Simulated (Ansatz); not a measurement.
# SBr+ (quintet): wave-function methods side by side, cc-pVDZ

Aim: climb from Hartree-Fock through coupled cluster and multireference methods for SBr+ (quintet) at one geometry and basis, and see what each rung misses.

The runs use Ansatz 0.2.0, Gaussian basis; cc-pVDZ, core rule «outside noble gas», up to 19 orbitals frozen.

Plan: UHF; CCSD(T) on ROHF; CCSD(T) on UHF; BCCD(T) on ROHF; CISD as a restricted active space (open shells left free, so some higher excitations enter); CCSDT(Q) on ROHF; CCSDT(Q) on UHF; CASSCF and MRCISD+Q, 12 electrons in 8 orbitals; CASSCF and NEVPT2, 12 electrons in 8 orbitals.

12 further runs of the same task are left out: 3 that didn't finish, 9 set aside as unsound or not needed. Runs told in other sessions of the task aren't counted.

## (1) The geometry

The geometry is a PBE0/def2-TZVP stationary point (not a proven minimum) of the parent state, kept for this charge and spin. No spin-orbit coupling is included. The filled d shell of Br may be among the frozen orbitals whatever the setting's name suggests.

2 atoms, charge 1, spin multiplicity 5.

Atoms are counted from 1 here; the program's logs count them from 0.

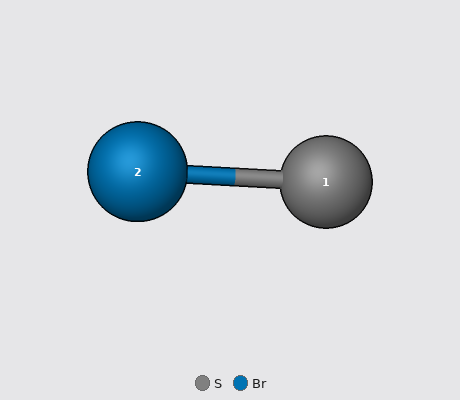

The structure; sulfur grey, bromine blue; atoms are numbered from 1 in the order of the file.

As a file:

```xyz
2

S     0.00000    0.00000    0.00000
Br    0.00000    0.00000    2.02530
```

In the tables R marks a restricted open-shell determinant and U an unrestricted one; 'valence' is the active space of 12 electrons in 8 orbitals; energies count from the table's Hartree-Fock row.

## (2) UHF

in.yaml reads:

```yaml
crystal:
  periodic: [false, false, false]
  atoms:
    - {symbol: S, position_ang: [0.000000, 0.000000, 0.000000]}
    - {symbol: Br, position_ang: [0.000000, 0.000000, 2.025300]}
basis:
  gaussian: {orbitals: cc-pVDZ}
total_charge: 1
magnetization: {spin_polarized: true, initial_magnetization: 4}
hamiltonian: {xc: hf}
output: {orbitals: {seedname: orbitals}}
```

Launch:

```console
$ ansatz run in.yaml --threads 1 --pin off --events-out ev --progress --plain --max-ram 2393MiB
```

Output:

```text
Functional definition: HF
  name "HF"
  cite "Fock, Z. Phys. 61, 126 (1930) doi:10.1007/BF01340294"
  parent pbe
  exchange = exact_x
  correlation = 0
509 factors; integrals over basis functions are off by at most 1.4e-3 eV
mean field evaluation 1: about -80800.1696 eV, gradient 7.6e0 eV
mean field evaluation 2: about -80800.3017 eV, gradient 7.6e0 eV
mean field evaluation 4: about -80800.9533 eV, gradient 1.4e0 eV
mean field evaluation 8: about -80801.0279 eV, gradient 8.0e-2 eV
mean field evaluation 16: about -80800.0827 eV, gradient 4.9e0 eV
mean field evaluation 32: about -80797.0450 eV, gradient 1.4e1 eV
mean field -80801.02810107 eV, -2969.3830138105 hartree, gradient 1.1e-5 eV, S^2 6.011486; 0 other end points of the search recorded, 0 dependent functions left out
reference -80801.02810107 eV, -2969.3830138105 hartree; 27, 23 occupied and 18, 22 virtual orbitals, 509 factors
Total energy: -80801.02810107 eV, -2969.3830138105 hartree
```

It took 0.96 s on 1 thread of Arm Neoverse V1, shared host.

From the report: ⟨S²⟩ of the determinant 6.011 (pure quintet: 6.00).

## (3) CCSD(T) on ROHF

in.yaml reads:

```yaml
crystal:
  periodic: [false, false, false]
  atoms:
    - {symbol: S, position_ang: [0.000000, 0.000000, 0.000000]}
    - {symbol: Br, position_ang: [0.000000, 0.000000, 2.025300]}
basis:
  gaussian: {orbitals: cc-pVDZ}
total_charge: 1
magnetization: {spin_polarized: false, initial_magnetization: 4}
correlation: {method: ccsd_t, electrons: outside_noble_gas}
output: {forces: true}
```

The command is unchanged.

Output:

```text
Functional definition: HF
  name "HF"
  cite "Fock, Z. Phys. 61, 126 (1930) doi:10.1007/BF01340294"
  parent pbe
  exchange = exact_x
  correlation = 0
509 factors; integrals over basis functions are off by at most 1.4e-3 eV
mean field evaluation 1: about -80800.1657 eV, gradient 6.9e0 eV
mean field evaluation 2: about -80800.2911 eV, gradient 7.0e0 eV
mean field evaluation 4: about -80800.8092 eV, gradient 1.1e0 eV
mean field evaluation 8: about -80800.8472 eV, gradient 1.8e-1 eV
mean field evaluation 16: about -80800.5750 eV, gradient 4.3e0 eV
mean field evaluation 32: about -80800.8476 eV, gradient 1.7e-6 eV
mean field evaluation 64: about -80800.8476 eV, gradient 1.5e-6 eV
mean field evaluation 96: about -80795.5377 eV, gradient 2.1e-2 eV
mean field evaluation 128: about -80799.4578 eV, gradient 1.1e-2 eV
mean field evaluation 160: about -80800.8424 eV, gradient 6.2e-1 eV
mean field -80800.84759745 eV, -2969.3763804247 hartree, gradient 1.0e-6 eV, S^2 6.000000; 7 other end points of the search recorded, 0 dependent functions left out
mean field evaluation 192: about -80801.0230 eV, gradient 3.3e-1 eV
determinant -80800.84759745 eV, -2969.3763804247 hartree, with singles and doubles -80806.74884724 eV, -2969.5932473546 hartree
determinant -80799.45781732 eV, -2969.3253069470 hartree, with singles and doubles -80805.68842376 eV, -2969.5542775102 hartree
19 core orbitals not correlated: weight in the atoms' cores, before any rotation towards them, 1.000 or more for the frozen orbitals, at most 0.000 for the correlated occupied ones
reference -80800.84759745 eV, -2969.3763804247 hartree; 8, 4 occupied and 18, 22 virtual orbitals, 509 factors
second order -5.00112602 eV of doubles, -0.12502407 eV of singles
cycle   1  -5.90120998 eV  change    4.0e-5 eV  update   4.2e-4
cycle   2  -5.90126299 eV  change   -5.3e-5 eV  update   2.4e-4
cycle   3  -5.90119736 eV  change    6.6e-5 eV  update   7.3e-5
cycle   4  -5.90122496 eV  change   -2.8e-5 eV  update   3.8e-5
cycle   5  -5.90127000 eV  change   -4.5e-5 eV  update   1.1e-5
cycle   6  -5.90127358 eV  change   -3.6e-6 eV  update   1.5e-6
cycle   7  -5.90127345 eV  change    1.3e-7 eV  update   5.4e-7
perturbative correction -0.11882104 eV, -0.0043665928 hartree
the calculation of the forces begins
Total energy: -80806.86769194 eV, -2969.5976148167 hartree
Atom 0 at     0.000000     0.000000     0.000000 Å, force    -0.000000     0.000000   -14.503181 eV/Å
Atom 1 at     0.000000     0.000000     2.025300 Å, force     0.000000     0.000000    14.503181 eV/Å
Dipole moment:     0.000000    -0.000000    -0.255294 e Å
```

Wall time 4.2 s (1 thread of Arm Neoverse V1, shared host).

From the report: correlation -6.0201 eV; T1 0.022; largest double amplitude 0.05.

## (4) CCSD(T) on UHF

in.yaml: that of step 3 with these lines changed.

```diff
@@ -8,3 +8,3 @@
 total_charge: 1
-magnetization: {spin_polarized: false, initial_magnetization: 4}
+magnetization: {spin_polarized: true, initial_magnetization: 4}
 correlation: {method: ccsd_t, electrons: outside_noble_gas}
```

Same command.

Output:

```text
Functional definition: HF
  name "HF"
  cite "Fock, Z. Phys. 61, 126 (1930) doi:10.1007/BF01340294"
  parent pbe
  exchange = exact_x
  correlation = 0
509 factors; integrals over basis functions are off by at most 1.4e-3 eV
mean field evaluation 1: about -80800.1696 eV, gradient 7.6e0 eV
mean field evaluation 2: about -80800.3017 eV, gradient 7.6e0 eV
mean field evaluation 4: about -80800.9533 eV, gradient 1.4e0 eV
mean field evaluation 8: about -80801.0279 eV, gradient 8.0e-2 eV
mean field evaluation 16: about -80800.7034 eV, gradient 3.3e0 eV
mean field evaluation 32: about -80800.3092 eV, gradient 7.7e0 eV
mean field evaluation 64: about -80799.6481 eV, gradient 4.4e-1 eV
mean field evaluation 96: about -80801.0281 eV, gradient 6.8e-4 eV
mean field -80801.02810107 eV, -2969.3830138105 hartree, gradient 2.8e-6 eV, S^2 6.011486; 6 other end points of the search recorded, 0 dependent functions left out
determinant -80801.02810107 eV, -2969.3830138105 hartree, with singles and doubles -80806.75767783 eV, -2969.5935718726 hartree
determinant -80799.66802901 eV, -2969.3330320842 hartree, with singles and doubles -80805.69673361 eV, -2969.5545828917 hartree
19 core orbitals not correlated: weight in the atoms' cores, before any rotation towards them, 1.000 or more for the frozen orbitals, at most 0.000 for the correlated occupied ones
reference -80801.02810107 eV, -2969.3830138105 hartree; 8, 4 occupied and 18, 22 virtual orbitals, 509 factors
second order -4.90604979 eV of doubles, -0.00000000 eV of singles
cycle   1  -5.72953119 eV  change    4.6e-5 eV  update   4.2e-4
cycle   2  -5.72955758 eV  change   -2.6e-5 eV  update   2.4e-4
cycle   3  -5.72949711 eV  change    6.0e-5 eV  update   7.1e-5
cycle   4  -5.72951998 eV  change   -2.3e-5 eV  update   3.8e-5
cycle   5  -5.72956802 eV  change   -4.8e-5 eV  update   1.0e-5
cycle   6  -5.72957237 eV  change   -4.4e-6 eV  update   1.6e-6
cycle   7  -5.72957159 eV  change    7.8e-7 eV  update   5.9e-7
perturbative correction -0.11489758 eV, -0.0042224080 hartree
the calculation of the forces begins
Total energy: -80806.87257024 eV, -2969.5977940909 hartree
Atom 0 at     0.000000     0.000000     0.000000 Å, force     0.000000     0.000000   -14.501488 eV/Å
Atom 1 at     0.000000     0.000000     2.025300 Å, force     0.000000     0.000000    14.501488 eV/Å
Dipole moment:     0.000000     0.000000    -0.254721 e Å
```

Run time: 3.4 s. Hardware: 1 thread of Arm Neoverse V1, shared host.

From the report: ⟨S²⟩ of the determinant 6.011 (pure quintet: 6.00); correlation -5.8445 eV; T1 0.018; largest double amplitude 0.05.

## (5) BCCD(T) on ROHF

in.yaml reads:

```yaml
crystal:
  periodic: [false, false, false]
  atoms:
    - {symbol: S, position_ang: [0.000000, 0.000000, 0.000000]}
    - {symbol: Br, position_ang: [0.000000, 0.000000, 2.025300]}
basis:
  gaussian: {orbitals: cc-pVDZ}
total_charge: 1
magnetization: {spin_polarized: false, initial_magnetization: 4}
correlation: {method: bccd_t, electrons: outside_noble_gas}
```

The command is unchanged.

Output:

```text
Functional definition: HF
  name "HF"
  cite "Fock, Z. Phys. 61, 126 (1930) doi:10.1007/BF01340294"
  parent pbe
  exchange = exact_x
  correlation = 0
509 factors; integrals over basis functions are off by at most 1.4e-3 eV
mean field evaluation 1: about -80800.1657 eV, gradient 6.9e0 eV
mean field evaluation 2: about -80800.2911 eV, gradient 7.0e0 eV
mean field evaluation 4: about -80800.8092 eV, gradient 1.1e0 eV
mean field evaluation 8: about -80800.8472 eV, gradient 1.8e-1 eV
mean field evaluation 16: about -80800.5750 eV, gradient 4.3e0 eV
mean field evaluation 32: about -80800.8476 eV, gradient 1.7e-6 eV
mean field evaluation 64: about -80800.8476 eV, gradient 1.5e-6 eV
mean field evaluation 96: about -80795.5377 eV, gradient 2.1e-2 eV
mean field evaluation 128: about -80799.4578 eV, gradient 1.1e-2 eV
mean field evaluation 160: about -80800.8424 eV, gradient 6.2e-1 eV
mean field -80800.84759745 eV, -2969.3763804247 hartree, gradient 1.0e-6 eV, S^2 6.000000; 7 other end points of the search recorded, 0 dependent functions left out
mean field evaluation 192: about -80801.0230 eV, gradient 3.3e-1 eV
determinant -80800.84759745 eV, -2969.3763804247 hartree, with singles and doubles -80806.74884724 eV, -2969.5932473546 hartree
determinant -80799.45781732 eV, -2969.3253069470 hartree, with singles and doubles -80805.68842376 eV, -2969.5542775102 hartree
19 core orbitals not correlated: weight in the atoms' cores, before any rotation towards them, 1.000 or more for the frozen orbitals, at most 0.000 for the correlated occupied ones
reference -80800.84759745 eV, -2969.3763804247 hartree; 8, 4 occupied and 18, 22 virtual orbitals, 509 factors
second order -5.00112602 eV of doubles, -0.12502407 eV of singles
cycle   1  -5.90034262 eV  change    9.1e-4 eV  update   6.9e-3
cycle   2  -5.89853644 eV  change    1.8e-3 eV  update   1.7e-3
cycle   3  -5.89787066 eV  change    6.7e-4 eV  update   9.2e-4
cycle   4  -5.89769790 eV  change    1.7e-4 eV  update   4.9e-4
cycle   5  -5.89789019 eV  change   -1.9e-4 eV  update   2.0e-4
cycle   6  -5.89786553 eV  change    2.5e-5 eV  update   6.2e-5
cycle   7  -5.89786240 eV  change    3.1e-6 eV  update   1.4e-5
perturbative correction -0.12246981 eV, -0.0045006825 hartree
Total energy: -80806.86792966 eV, -2969.5976235528 hartree
```

It took 3.4 s on 1 thread of Arm Neoverse V1, shared host.

From the report: correlation -6.0203 eV; largest double amplitude 0.05.

## (6) CISD as a restricted active space (open shells left free, so some higher excitations enter)

in.yaml: that of step 5 with these lines changed.

```diff
@@ -9,2 +9,2 @@
 magnetization: {spin_polarized: false, initial_magnetization: 4}
-correlation: {method: bccd_t, electrons: outside_noble_gas}
+correlation: {active_space: {ras: {orbitals: [4, 4, 18], electrons: 12, max_holes: 2, max_particles: 2}, fixed_orbitals: true}}
```

The command is unchanged.

Output:

```text
Functional definition: HF
  name "HF"
  cite "Fock, Z. Phys. 61, 126 (1930) doi:10.1007/BF01340294"
  parent pbe
  exchange = exact_x
  correlation = 0
509 factors; integrals over basis functions are off by at most 1.4e-3 eV
mean field evaluation 1: about -80800.1657 eV, gradient 6.9e0 eV
mean field evaluation 2: about -80800.2911 eV, gradient 7.0e0 eV
mean field evaluation 4: about -80800.8092 eV, gradient 1.1e0 eV
mean field evaluation 8: about -80800.8472 eV, gradient 1.8e-1 eV
mean field evaluation 16: about -80800.1507 eV, gradient 7.8e0 eV
mean field evaluation 32: about -80800.8476 eV, gradient 4.2e-5 eV
mean field evaluation 64: about -80800.7075 eV, gradient 1.7e0 eV
mean field -80800.84759745 eV, -2969.3763804247 hartree, gradient 1.0e-6 eV, S^2 6.000000; 6 other end points of the search recorded, 0 dependent functions left out
reference -80800.84759745 eV, -2969.3763804247 hartree; 27, 23 occupied and 18, 22 virtual orbitals, 509 factors
state -80806.40418817 eV, -2969.5805813674 hartree
Total energy: -80806.40418817 eV, -2969.5805813674 hartree
```

Run time: 5.5 s. Hardware: 1 thread of Arm Neoverse V1, shared host.

From the report: 35,154 determinants.

[end of part 1 of 2]
